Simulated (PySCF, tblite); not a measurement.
# 4-methyloxazole: dynamics, then NMR shifts and electronic excitations on frames, part 1 of 2

How do NMR shifts and electronic excitations of 4-methyloxazole (`Cc1cocn1`) change as the atoms move?

Computed with tblite 0.8.0 and PySCF 2.14.0, with density-fitted response routines of our own, on a single molecule in the gas phase. Atoms count from 0, in the outputs and in this text.

## 1. The molecule as given

11 atoms, charge 0, multiplicity 1; geometry from: GFN2-xTB.

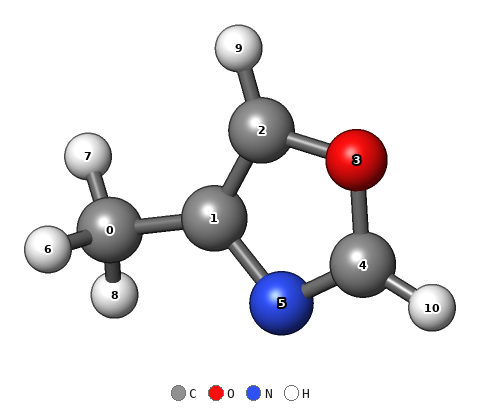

The starting geometry (carbon grey, oxygen red, nitrogen blue, hydrogen white), atoms numbered; sticks join atoms by distance.

## 2. Dynamics with GFN2-xTB

The job: settings as JSON, then the geometry in Å.

```
{"job": {"kind": "md", "xc": "GFN2-xTB", "basis": "xTB", "temperature": 600, "steps": 2000, "every": 50, "frames": 5}, "charge": 0, "multiplicity": 1}
C     -1.672574    -0.220494    -0.030041
C     -0.198574    -0.047804    -0.014689
C      0.553938     1.083991     0.087019
O      1.859913     0.728014     0.069137
C      1.842614    -0.602531    -0.043489
N      0.660179    -1.114654    -0.097185
H     -2.044535    -0.360875     0.984334
H     -2.155243     0.653753    -0.458999
H     -1.925445    -1.103902    -0.609459
H      0.314411     2.123448     0.170101
H      2.770742    -1.136276    -0.082693
```

With the program's defaults for keys left out, this is: GFN2-xTB Langevin dynamics, gas phase.

On the command line:

```sh
OMP_NUM_THREADS=1 python probes_run.py task.json out
```

The driver reads the jobs from task.json and runs them one after another.

Standard output:

```text
t/fs     T/K      E/eV
    0.0   526.4   -492.45540
   25.0   337.8   -492.03075
   50.0   506.2   -492.03817
   75.0   627.8   -492.23703
  100.0   473.3   -491.93940
  125.0   518.4   -491.93583
  150.0   562.2   -491.78155
  175.0   786.6   -491.98856
  200.0   572.6   -491.68070
  225.0   572.1   -491.90084
  250.0   410.6   -491.77173
  275.0   416.2   -491.83511
  300.0   379.1   -491.83274
  325.0   388.5   -491.78203
  350.0   608.4   -491.75441
  375.0   525.9   -491.79488
  400.0   389.6   -491.75701
  425.0   587.7   -492.07109
  450.0   413.5   -491.79570
  475.0   646.8   -491.84767
  500.0   479.0   -491.84308
  525.0   561.2   -491.94358
  550.0   616.9   -492.04444
  575.0   513.1   -491.99578
  600.0   378.1   -492.09531
  625.0   388.8   -491.96182
  650.0   504.9   -491.82246
  675.0   515.5   -491.95210
  700.0   525.6   -491.91921
  725.0   300.1   -491.63413
  750.0   602.1   -491.87762
  775.0   622.2   -491.89117
  800.0   645.3   -491.94303
  825.0   584.7   -491.65158
  850.0   635.5   -491.91815
  875.0   711.2   -491.82282
  900.0   727.9   -491.68860
  925.0   821.0   -491.94308
  950.0   687.2   -491.49475
  975.0   828.2   -491.71805
 1000.0   844.1   -491.66299
```

Wall time 7.4 s (1 thread of Arm Neoverse V1, shared host); peak memory 0.18 GiB.

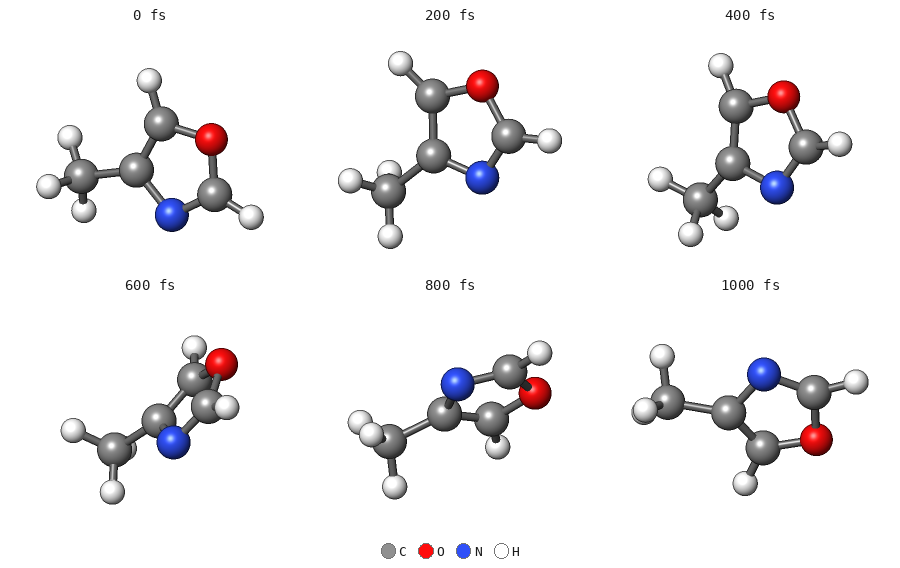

Frames of the run.

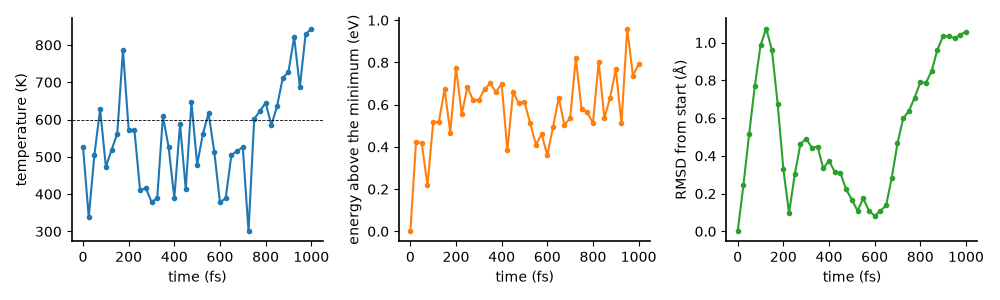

Temperature, potential energy and distance from the start.

Positions (Å) and forces (eV/Å) at 1000 fs:

```xyz
11

C    -1.500   -0.698    0.305    0.383    2.316    2.822
C    -0.129   -0.980   -0.175   -0.392    0.254   -1.921
C     0.302   -1.911   -1.085   -2.079   -1.321    1.517
O     1.560   -1.730   -1.413   -0.096    0.596   -0.201
C     1.823   -0.535   -0.848    0.776   -0.488   -0.041
N     0.862   -0.043   -0.138    1.024    0.377    0.389
H    -1.532   -0.761    1.449   -0.221   -1.215   -1.307
H    -1.579    0.404    0.359    0.088    0.108   -0.854
H    -2.393   -1.008   -0.204    0.310   -0.857   -0.061
H    -0.279   -2.789   -1.231    0.278   -0.664   -0.709
H     2.846   -0.290   -1.047   -0.070    0.894    0.366
```

## 3. NMR shieldings: 250 fs, PBE0/pcSseg-1

The job: settings as JSON, then the geometry in Å.

```
{"job": {"kind": "nmr", "xc": "PBE0", "basis": "pcSseg-1", "pop": false}, "charge": 0, "multiplicity": 1}
C     -1.514300    -1.907800    -0.156400
C     -0.432300    -0.969200    -0.015100
C     -0.351200     0.370100    -0.193500
O      0.940400     0.694300     0.102400
C      1.523400    -0.432600     0.417800
N      0.806200    -1.465100     0.178400
H     -1.593300    -2.674300     0.619200
H     -2.448100    -1.534100    -0.355000
H     -1.071300    -2.397700    -1.020400
H     -1.044200     1.167100    -0.165800
H      2.623200    -0.476900     0.478700
```

Level: GIAO PBE0/pcSseg-1 NMR shielding, non-relativistic, gas phase.

Standard output:

```text
coarse grid: 9592 points
cycle   1  E = -284.9120474278  dE =  1.398e+00  |g| = 4.918e-01  |ddm| = 3.121e+00
cycle   2  E = -284.8803406778  dE =  3.171e-02  |g| = 6.495e-01  |ddm| = 8.388e-01
cycle   3  E = -284.9629625374  dE = -8.262e-02  |g| = 7.469e-02  |ddm| = 4.647e-01
cycle   4  E = -284.9638843412  dE = -9.218e-04  |g| = 3.779e-02  |ddm| = 7.416e-02
cycle   5  E = -284.9641493459  dE = -2.650e-04  |g| = 1.406e-02  |ddm| = 3.388e-02
cycle   6  E = -284.9641847838  dE = -3.544e-05  |g| = 3.741e-03  |ddm| = 1.122e-02
cycle   7  E = -284.9641875867  dE = -2.803e-06  |g| = 1.162e-03  |ddm| = 3.451e-03
final grid: 93896 points
cycle   8  E = -285.0081188044  dE = -1.906e-05  |g| = 1.070e-02  |ddm| = 2.426e-02
cycle   9  E = -285.0080711843  dE =  4.762e-05  |g| = 1.893e-02  |ddm| = 1.886e-02
cycle  10  E = -285.0081401122  dE = -6.893e-05  |g| = 2.138e-03  |ddm| = 1.328e-02
cycle  11  E = -285.0081411627  dE = -1.051e-06  |g| = 3.160e-04  |ddm| = 1.888e-03
cycle  12  E = -285.0081411788  dE = -1.603e-08  |g| = 1.224e-04  |ddm| = 2.948e-04
cycle  13  E = -285.0081411820  dE = -3.193e-09  |g| = 1.781e-05  |ddm| = 1.067e-04
cycle  14  E = -285.0081411820  dE = -6.139e-11  |g| = 7.026e-06  |ddm| = 1.972e-05
converged SCF energy = -285.0081411820

GIAO shielding tensors (ppm)
atom      isotropic    diamagn.    paramagn.     s11        s22        s33       span
  0 C      176.014     245.156     -69.142    163.402    173.539    191.102     27.700
  1 C       37.764     263.130    -225.366    -51.068     33.820    130.540    181.608
  2 C       53.584     254.395    -200.810    -15.771     64.033    112.491    128.262
  3 O       14.529     396.920    -382.390   -133.596    -43.294    220.479    354.075
  4 C       32.974     254.139    -221.166    -41.066     46.176     93.811    134.877
  5 N      -37.939     333.553    -371.492   -221.693   -106.772    214.648    436.341
  6 H       29.224      27.504       1.720     24.493     27.708     35.471     10.977
  7 H       31.266      30.583       0.683     26.364     30.016     37.419     11.055
  8 H       28.372      27.446       0.926     23.245     27.491     34.380     11.135
  9 H       24.603      32.817      -8.214     22.264     24.659     26.886      4.622
 10 H       23.771      28.426      -4.655     19.818     24.489     27.006      7.188
```

Wall time 9.6 s (1 thread of Arm Neoverse V1, shared host); peak memory 0.6 GiB.

Shifts follow as δ = σ(reference) − σ, with reference shieldings (ppm) from runs at the same level and on the same kind of geometry: ¹H TMS 31.72, ¹³C TMS 186.9, ¹⁵N NH3 267.7, ¹⁷O H2O 336.1. The references are single molecules in the gas phase, so shifts against H2O, NH3, PH3, H3PO4 or CFCl3 are not on the usual liquid scales and can be off by tens of ppm. Each atom is listed at this fixed geometry, with no averaging over motion; a spectrum would average atoms that exchange fast.

```tsv
atoms	environment	σ (ppm)	δ (ppm)
C4	aromatic CH between two ring heteroatoms	33.0	154.0
C1	substituted aromatic carbon next to a ring nitrogen	37.8	149.2
C2	aromatic CH next to the ring oxygen	53.6	133.3
C0	methyl carbon on an aromatic ring	176.0	10.9
H10	hydrogen on an aromatic CH between two ring heteroatoms	23.77	7.95
H9	hydrogen on an aromatic CH next to the ring oxygen	24.60	7.11
H8	hydrogen on a methyl carbon on an aromatic ring	28.37	3.34
H6	hydrogen on a methyl carbon on an aromatic ring	29.22	2.49
H7	hydrogen on a methyl carbon on an aromatic ring	31.27	0.45
O3	aromatic ring oxygen	14.5	321.5
N5	pyridine-type nitrogen of an azole	-37.9	305.7
```

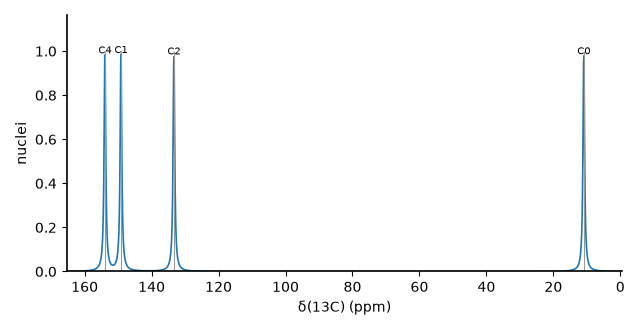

¹³C lines at the computed shifts, without couplings. Lines are broadened to a width of 0.57 ppm (Lorentzian).

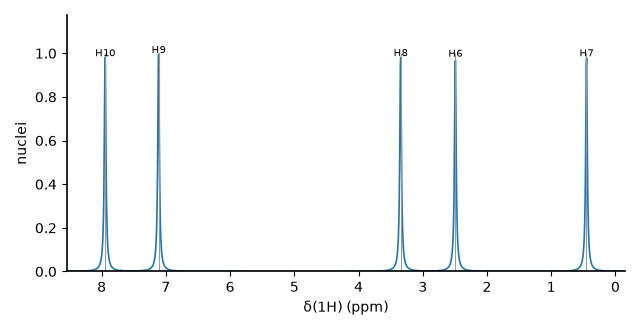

¹H lines at the computed shifts, without couplings. Lines are broadened to a width of 0.03 ppm (Lorentzian).

Ring of atoms C1, C2, O3, C4, N5: NICS(0) -10.3, NICS(1) -10.0, NICS(1)zz -27.0 ppm (means of both faces).

## 4. Excited states and response: 250 fs, PBE0/def2-SVPD

Settings changed since step 3:

```diff
@@ -1,2 +1,2 @@
-{"job": {"kind": "nmr", "xc": "PBE0", "basis": "pcSseg-1", "pop": false}, "charge": 0, "multiplicity": 1}
+{"job": {"kind": "uv", "xc": "PBE0", "basis": "def2-SVPD", "nstates": 5, "ntriplets": 0}, "charge": 0, "multiplicity": 1}
 C     -1.514300    -1.907800    -0.156400
```

With the program's defaults for keys left out, this is: TDDFT PBE0/def2-SVPD, vertical, gas phase, core orbitals frozen in the response.

Standard output:

```text
coarse grid: 9592 points
cycle   1  E = -284.7542462338  dE =  1.345e+00  |g| = 4.690e-01  |ddm| = 5.439e+00
cycle   2  E = -284.7201244688  dE =  3.412e-02  |g| = 6.348e-01  |ddm| = 2.303e+00
cycle   3  E = -284.8030949660  dE = -8.297e-02  |g| = 7.349e-02  |ddm| = 1.459e+00
cycle   4  E = -284.8039833745  dE = -8.884e-04  |g| = 3.953e-02  |ddm| = 1.650e-01
cycle   5  E = -284.8042802217  dE = -2.968e-04  |g| = 1.416e-02  |ddm| = 8.553e-02
cycle   6  E = -284.8043182943  dE = -3.807e-05  |g| = 3.654e-03  |ddm| = 2.538e-02
cycle   7  E = -284.8043210926  dE = -2.798e-06  |g| = 1.194e-03  |ddm| = 7.121e-03
final grid: 93896 points
cycle   8  E = -284.8472812661  dE = -1.792e-05  |g| = 9.834e-03  |ddm| = 8.517e-02
cycle   9  E = -284.8472373162  dE =  4.395e-05  |g| = 1.763e-02  |ddm| = 4.152e-02
cycle  10  E = -284.8473005435  dE = -6.323e-05  |g| = 1.997e-03  |ddm| = 2.771e-02
cycle  11  E = -284.8473014965  dE = -9.531e-07  |g| = 2.788e-04  |ddm| = 3.641e-03
cycle  12  E = -284.8473015098  dE = -1.327e-08  |g| = 1.055e-04  |ddm| = 8.286e-04
cycle  13  E = -284.8473015123  dE = -2.474e-09  |g| = 1.810e-05  |ddm| = 2.749e-04
cycle  14  E = -284.8473015123  dE = -5.730e-11  |g| = 8.084e-06  |ddm| = 4.178e-05
converged SCF energy = -284.8473015123

Static polarisability (au): isotropic 53.279, principal 37.821 57.395 64.621

Singlet excitations
state   eV       nm        f      main configurations
  1   5.9924    206.9   0.08145   H->L 0.78, H-1->L 0.11
  2   6.3307    195.8   0.02847   H-1->L 0.82
  3   6.6280    187.1   0.04589   H->L+1 0.86
  4   7.1680    173.0   0.06133   H->L+2 0.79, H-2->L 0.13
  5   7.3685    168.3   0.00762   H->L+3 0.91
```

Run time: 15 s. Hardware: 1 thread of Arm Neoverse V1, shared host; peak memory 0.71 GiB.

Frontier orbitals and where they lie:

```tsv
orbital	eV	atoms
HOMO−3	-10.69	O3 26 %, C0 22 %, C1 11 %
HOMO−2	-9.14	N5 43 %, O3 20 %, C4 12 %
HOMO−1	-8.29	N5 63 %, C4 10 %, C1 9 %
HOMO	-7.01	C2 33 %, C1 23 %, C4 15 %
LUMO	-0.21	C4 28 %, O3 20 %, N5 16 %
LUMO+1	0.75	C2 21 %, C1 18 %, C0 16 %
LUMO+2	1.18	C0 18 %, C1 15 %, H6 12 %
```

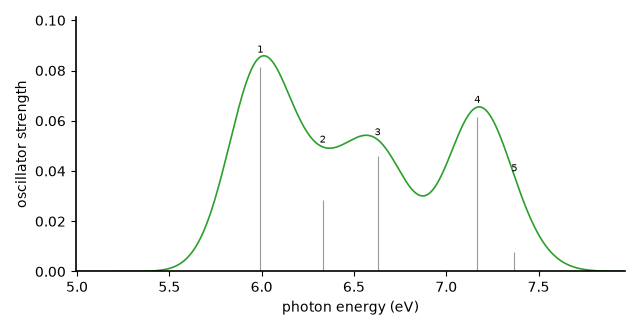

Absorption spectrum from the 5 singlet states computed; above the last one it falls off for lack of states. Lines are broadened to a width of 0.40 eV (Gaussian).

Further results of this job:

```tsv
property	computed
dipole moment (D)	1.25
polarisability (Å³)	7.90
HOMO–LUMO gap (eV)	6.81
−ε(HOMO) (eV)	7.01
```

## 5. Shielding tensors: 425 fs, PBE0/pcSseg-1

The job: settings as JSON, then the geometry in Å.

```
{"job": {"kind": "nmr", "xc": "PBE0", "basis": "pcSseg-1", "pop": false}, "charge": 0, "multiplicity": 1}
C     -1.350500    -2.400800    -0.227600
C     -0.157800    -1.516600     0.100400
C      0.009900    -0.146500    -0.029600
O      1.377300     0.041900     0.275400
C      1.882800    -1.170400     0.551800
N      1.049700    -2.140400     0.434200
H     -1.348600    -3.131300     0.569400
H     -2.274600    -1.872000    -0.365900
H     -1.040500    -2.919000    -1.129300
H     -0.595200     0.721300     0.085400
H      2.900700    -1.251300     0.688700
```

With the program's defaults for keys left out, this is: GIAO PBE0/pcSseg-1 NMR shielding, non-relativistic, gas phase.

Standard output:

```text
coarse grid: 9592 points
cycle   1  E = -284.9278204369  dE =  1.035e+00  |g| = 4.753e-01  |ddm| = 3.046e+00
cycle   2  E = -284.8948771215  dE =  3.294e-02  |g| = 6.510e-01  |ddm| = 7.347e-01
cycle   3  E = -284.9740459961  dE = -7.917e-02  |g| = 6.466e-02  |ddm| = 3.971e-01
cycle   4  E = -284.9747286178  dE = -6.826e-04  |g| = 2.808e-02  |ddm| = 5.548e-02
cycle   5  E = -284.9748713074  dE = -1.427e-04  |g| = 1.198e-02  |ddm| = 2.471e-02
cycle   6  E = -284.9748981357  dE = -2.683e-05  |g| = 4.638e-03  |ddm| = 1.180e-02
cycle   7  E = -284.9749029740  dE = -4.838e-06  |g| = 5.606e-04  |ddm| = 3.729e-03
final grid: 93896 points
cycle   8  E = -285.0207626425  dE = -1.917e-05  |g| = 1.150e-02  |ddm| = 2.292e-02
cycle   9  E = -285.0207102659  dE =  5.238e-05  |g| = 2.033e-02  |ddm| = 1.803e-02
cycle  10  E = -285.0207863504  dE = -7.608e-05  |g| = 2.477e-03  |ddm| = 1.259e-02
cycle  11  E = -285.0207877363  dE = -1.386e-06  |g| = 4.757e-04  |ddm| = 2.119e-03
cycle  12  E = -285.0207877842  dE = -4.796e-08  |g| = 1.136e-04  |ddm| = 4.537e-04
cycle  13  E = -285.0207877872  dE = -2.923e-09  |g| = 3.065e-05  |ddm| = 1.121e-04
cycle  14  E = -285.0207877874  dE = -1.993e-10  |g| = 1.447e-05  |ddm| = 3.366e-05
converged SCF energy = -285.0207877874

GIAO shielding tensors (ppm)
atom      isotropic    diamagn.    paramagn.     s11        s22        s33       span
  0 C      169.116     245.709     -76.593    158.108    163.807    185.433     27.325
  1 C       27.512     263.225    -235.712    -61.780     26.961    117.356    179.136
  2 C       41.165     254.336    -213.171    -38.641     52.641    109.495    148.136
  3 O      -15.166     397.367    -412.533   -149.571    -67.387    171.460    321.031
  4 C       27.982     252.489    -224.506    -51.104     37.526     97.526    148.630
  5 N      -39.992     334.260    -374.252   -220.937   -104.488    205.451    426.388
  6 H       28.960      27.461       1.499     24.244     28.071     34.564     10.319
  7 H       29.678      29.500       0.178     25.271     28.464     35.299     10.027
  8 H       29.201      27.925       1.276     24.964     27.515     35.124     10.160
  9 H       23.761      32.826      -9.065     21.912     23.293     26.077      4.165
 10 H       24.625      30.294      -5.669     21.462     25.795     26.618      5.156
```

Wall time 9.1 s (1 thread of Arm Neoverse V1, shared host); peak memory 0.6 GiB.

In short: δ C1 159.4, C4 158.9, C2 145.8, C0 17.8, H9 7.96, H10 7.09 ppm.

## 6. Ultraviolet spectrum: 425 fs, PBE0/def2-SVPD

Settings changed since step 5:

```diff
@@ -1,2 +1,2 @@
-{"job": {"kind": "nmr", "xc": "PBE0", "basis": "pcSseg-1", "pop": false}, "charge": 0, "multiplicity": 1}
+{"job": {"kind": "uv", "xc": "PBE0", "basis": "def2-SVPD", "nstates": 5, "ntriplets": 0}, "charge": 0, "multiplicity": 1}
 C     -1.350500    -2.400800    -0.227600
```

Level: TDDFT PBE0/def2-SVPD, vertical, gas phase, core orbitals frozen in the response.

Standard output:

```text
coarse grid: 9592 points
cycle   1  E = -284.7703479328  dE =  9.833e-01  |g| = 4.519e-01  |ddm| = 5.290e+00
cycle   2  E = -284.7365418177  dE =  3.381e-02  |g| = 6.295e-01  |ddm| = 2.005e+00
cycle   3  E = -284.8145863443  dE = -7.804e-02  |g| = 6.005e-02  |ddm| = 1.195e+00
cycle   4  E = -284.8152181385  dE = -6.318e-04  |g| = 2.472e-02  |ddm| = 1.032e-01
cycle   5  E = -284.8153415234  dE = -1.234e-04  |g| = 9.263e-03  |ddm| = 3.887e-02
cycle   6  E = -284.8153557584  dE = -1.423e-05  |g| = 4.855e-03  |ddm| = 2.230e-02
cycle   7  E = -284.8153611797  dE = -5.421e-06  |g| = 5.343e-04  |ddm| = 9.380e-03
final grid: 93896 points
cycle   8  E = -284.8602098446  dE = -1.965e-05  |g| = 1.054e-02  |ddm| = 1.078e-01
cycle   9  E = -284.8601629328  dE =  4.691e-05  |g| = 1.874e-02  |ddm| = 3.257e-02
cycle  10  E = -284.8602310702  dE = -6.814e-05  |g| = 2.356e-03  |ddm| = 2.248e-02
cycle  11  E = -284.8602323688  dE = -1.299e-06  |g| = 4.399e-04  |ddm| = 4.337e-03
cycle  12  E = -284.8602324123  dE = -4.343e-08  |g| = 1.010e-04  |ddm| = 1.178e-03
cycle  13  E = -284.8602324146  dE = -2.340e-09  |g| = 2.640e-05  |ddm| = 2.347e-04
cycle  14  E = -284.8602324147  dE = -1.415e-10  |g| = 1.474e-05  |ddm| = 5.912e-05
converged SCF energy = -284.8602324147

Static polarisability (au): isotropic 54.417, principal 38.377 59.101 65.773

Singlet excitations
state   eV       nm        f      main configurations
  1   6.0620    204.5   0.10688   H->L 0.85
  2   6.3744    194.5   0.01804   H-1->L 0.90
  3   6.7479    183.7   0.01986   H->L+1 0.92
  4   7.0487    175.9   0.03103   H->L+2 0.66, H-2->L 0.25
  5   7.3364    169.0   0.00490   H->L+3 0.89
```

Run time: 15 s. Hardware: 1 thread of Arm Neoverse V1, shared host; peak memory 0.71 GiB.

Key values: HOMO -7.11 eV, LUMO -0.37 eV; lowest singlet 6.06 eV.

## 7. NMR shieldings: 625 fs, PBE0/pcSseg-1

The job: settings as JSON, then the geometry in Å.

```
{"job": {"kind": "nmr", "xc": "PBE0", "basis": "pcSseg-1", "pop": false}, "charge": 0, "multiplicity": 1}
C     -0.888800    -2.536300    -0.057700
C      0.462700    -1.951900     0.107400
C      0.989500    -0.929900    -0.649300
O      2.224800    -0.626700    -0.095500
C      2.271400    -1.302800     1.016100
N      1.288200    -2.114200     1.242800
H     -1.588400    -1.897900     0.563400
H     -1.352000    -2.693000    -1.006600
H     -0.894700    -3.435600     0.522100
H      0.846800    -0.741800    -1.663600
H      3.068400    -1.308300     1.688900
```

With the program's defaults for keys left out, this is: GIAO PBE0/pcSseg-1 NMR shielding, non-relativistic, gas phase.

Standard output:

```text
coarse grid: 9592 points
cycle   1  E = -284.9250839471  dE =  1.152e+00  |g| = 4.562e-01  |ddm| = 3.067e+00
cycle   2  E = -284.9008004199  dE =  2.428e-02  |g| = 5.935e-01  |ddm| = 7.142e-01
cycle   3  E = -284.9681722581  dE = -6.737e-02  |g| = 6.727e-02  |ddm| = 3.863e-01
cycle   4  E = -284.9688964148  dE = -7.242e-04  |g| = 3.234e-02  |ddm| = 5.845e-02
cycle   5  E = -284.9690923045  dE = -1.959e-04  |g| = 1.309e-02  |ddm| = 2.936e-02
cycle   6  E = -284.9691237459  dE = -3.144e-05  |g| = 4.019e-03  |ddm| = 1.117e-02
cycle   7  E = -284.9691272410  dE = -3.495e-06  |g| = 7.680e-04  |ddm| = 3.169e-03
final grid: 93896 points
cycle   8  E = -285.0139330596  dE = -1.981e-05  |g| = 1.108e-02  |ddm| = 2.248e-02
cycle   9  E = -285.0138838375  dE =  4.922e-05  |g| = 1.942e-02  |ddm| = 1.861e-02
cycle  10  E = -285.0139555684  dE = -7.173e-05  |g| = 2.439e-03  |ddm| = 1.297e-02
cycle  11  E = -285.0139569297  dE = -1.361e-06  |g| = 4.175e-04  |ddm| = 2.040e-03
cycle  12  E = -285.0139569638  dE = -3.406e-08  |g| = 1.106e-04  |ddm| = 3.951e-04
cycle  13  E = -285.0139569665  dE = -2.703e-09  |g| = 2.161e-05  |ddm| = 1.047e-04
cycle  14  E = -285.0139569666  dE = -9.436e-11  |g| = 1.089e-05  |ddm| = 2.525e-05
converged SCF energy = -285.0139569666

GIAO shielding tensors (ppm)
atom      isotropic    diamagn.    paramagn.     s11        s22        s33       span
  0 C      174.688     246.460     -71.772    160.732    171.342    191.990     31.259
  1 C       25.454     263.671    -238.217    -80.694     32.048    125.009    205.703
  2 C       42.644     253.405    -210.760    -44.617     64.670    107.880    152.497
  3 O       18.927     396.706    -377.779   -116.352    -43.489    216.622    332.974
  4 C       30.364     251.000    -220.636    -52.651     44.425     99.317    151.968
  5 N      -46.053     331.811    -377.864   -221.837   -117.460    201.137    422.974
  6 H       28.424      29.972      -1.548     24.188     25.896     35.188     11.001
  7 H       29.674      29.342       0.332     25.414     27.951     35.658     10.244
  8 H       29.501      26.976       2.525     24.542     28.546     35.416     10.873
  9 H       24.539      33.639      -9.100     22.596     23.496     27.526      4.929
 10 H       24.185      28.767      -4.581     20.601     24.821     27.134      6.534
```

Wall time 8.8 s (1 thread of Arm Neoverse V1, shared host); peak memory 0.6 GiB.

This run: δ C1 161.5, C4 156.6, C2 144.3, C0 12.2, H10 7.53, H9 7.18 ppm.

(Continued in part 2 of 2.)
